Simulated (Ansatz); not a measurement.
## Hypothetical diamond V, pressure series

Take V in the diamond structure (space group Fd-3m, No. 227; ferromagnetic; a hypothetical phase, not in the database extracts checked) as the base.

```xyz
2
Lattice="0.0000 2.6812 2.6812 2.6812 0.0000 2.6812 2.6812 2.6812 0.0000" Properties=species:S:1:pos:R:3 pbc="T T T"
V      4.0218     4.0218     4.0218
V      2.6812     2.6812     2.6812
```

Cell and atoms are relaxed at each pressure.

Method: PBEsol, PAW, 420 eV (Ansatz, a program for electronic structure; no SOC).

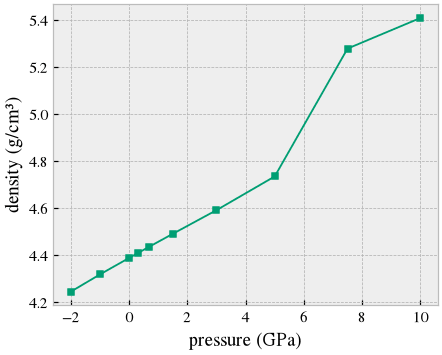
*Density against pressure*

| pressure (GPa) | density |
|---|---|
| -2 | 4.25 g/cm³ |
| -1 | 4.32 g/cm³ |
| 0.3 | 4.41 g/cm³ |
| 0.7 | 4.44 g/cm³ |
| 1.5 | 4.49 g/cm³ |
| 3 | 4.59 g/cm³ |
| 5 | 4.74 g/cm³ |
| 7.5 | 5.28 g/cm³ |
| 10 | 5.41 g/cm³ |

The magnetic state is the one reached from the starting moments; the real material's order can differ, and small cells can't hold many antiferromagnetic ones. Load acts through the strain it causes; cell and atoms are relaxed under it. No phonon test of stability was made. No other phases were tried under pressure. Starting moments died away, wholly or in part, for pressure 7.5 GPa and pressure 10 GPa; another magnetic solution may exist.
